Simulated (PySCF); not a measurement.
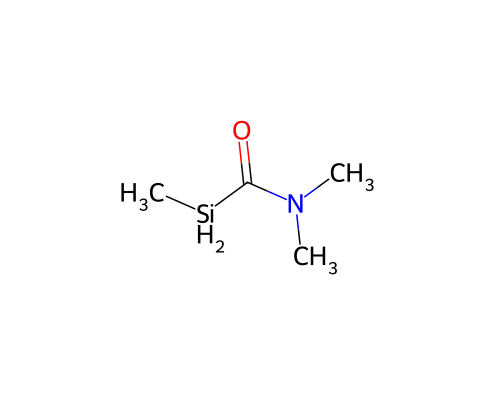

A structural formula.

Give its SMILES.

C[SiH2]C(=O)N(C)C

Give the formula, hydrogens included.

C4H11NOSi.

More results for the same structure follow; atom numbers are the same in all pictures, views and colours differ. The computed structure is the end point of a PBE0-D3(BJ)/def2-SVP optimisation. No frequency run is at hand to confirm it as a minimum.

**NMR shielding**

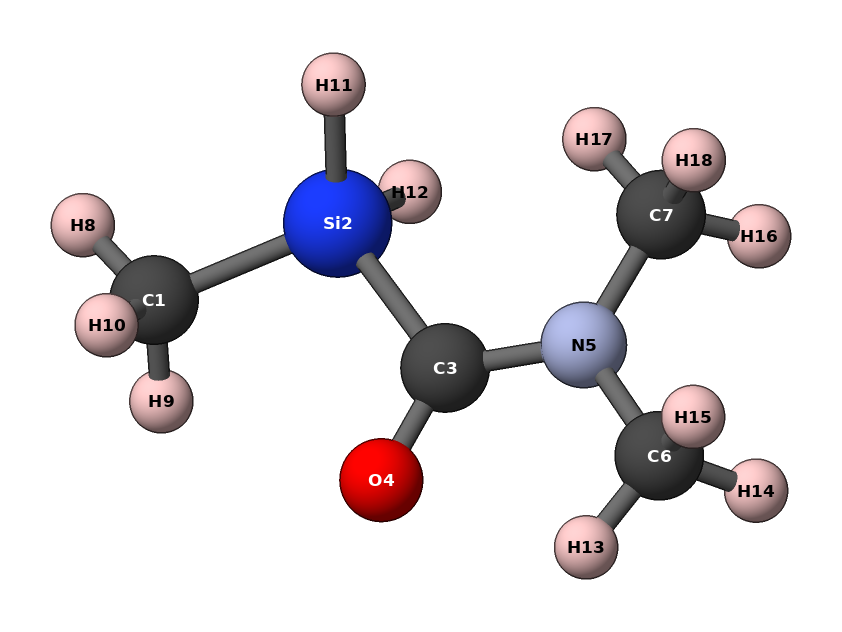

No frequency run is at hand to confirm it as a minimum. Properties computed with GIAO PBE/pcSseg-1 NMR shielding, non-relativistic, gas phase (PySCF 2.14.0). Principal shieldings σ11 ≤ σ22 ≤ σ33, span Ω = σ33 − σ11, skew κ = 3(σiso − σ22)/Ω.

Give the shielding tensors of the Si atoms.

| atom | σ11 | σ22 | σ33 | σiso | Ω | κ |
| --- | --- | --- | --- | --- | --- | --- |
| Si2 | 342.8 | 379.1 | 475.3 | 399.1 | 132.5 | 0.45 |

Shieldings and span in ppm.

**Excitation**

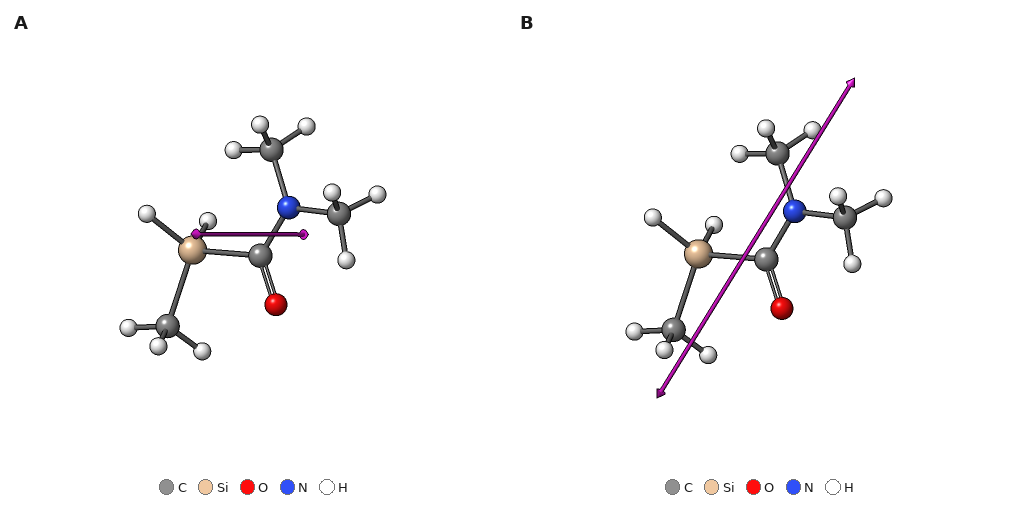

The double arrows show the directions of two transition dipoles from the ground state (lengths mean nothing). No frequency run is at hand to confirm it as a minimum. Method: TDDFT ωB97X-D/def2-SVPD, vertical, gas phase, core orbitals frozen in the response (PySCF 2.14.0).

One belongs to singlet state 2 and one to singlet state 4. Which is which?

A: state 4, 6.90 eV (180 nm), oscillator strength 0.029, mainly HOMO−1 → LUMO+1 (weight 0.66).
B: state 2, 6.42 eV (193 nm), oscillator strength 0.20, mainly HOMO−1 → LUMO (weight 0.91).

**Charges**

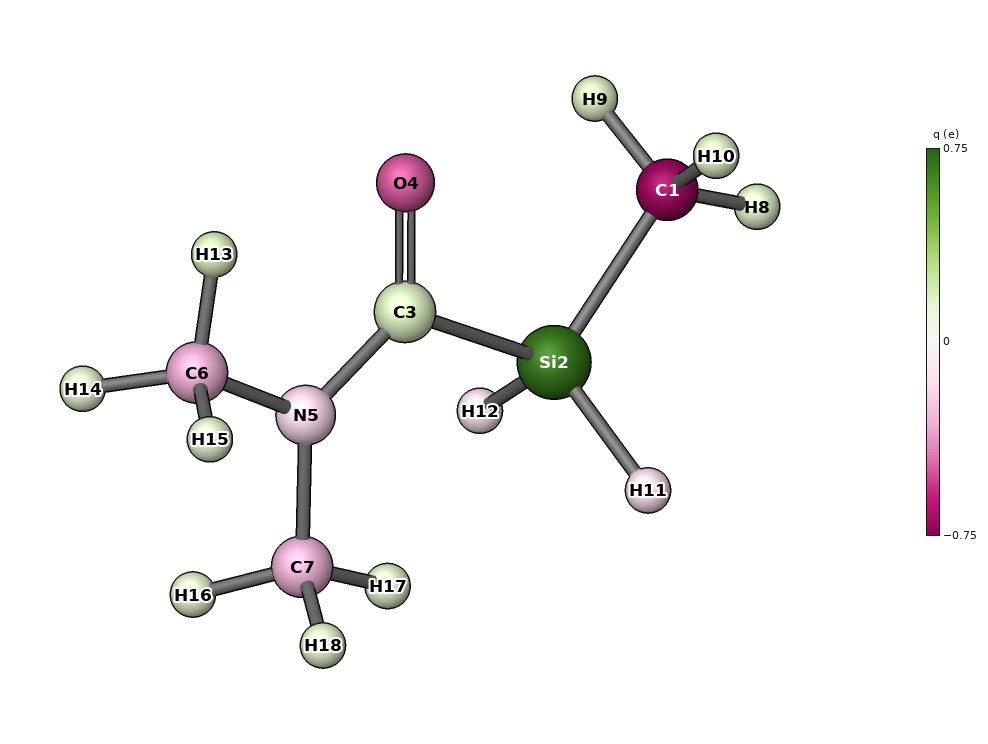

Atoms are coloured by their IAO charges. No frequency run is at hand to confirm it as a minimum. Level of theory: PBE0/pcSseg-1, gas phase (PySCF 2.14.0).

List the IAO charges.

| atom | value (e) |
| --- | --- |
| C1 | −0.70 |
| Si2 | 0.68 |
| C3 | 0.17 |
| O4 | −0.50 |
| N5 | −0.16 |
| C6 | −0.31 |
| C7 | −0.29 |
| H8 | 0.15 |
| H9 | 0.17 |
| H10 | 0.17 |
| H11 | −0.12 |
| H12 | −0.12 |
| H13 | 0.18 |
| H14 | 0.14 |
| H15 | 0.14 |
| H16 | 0.14 |
| H17 | 0.15 |
| H18 | 0.14 |
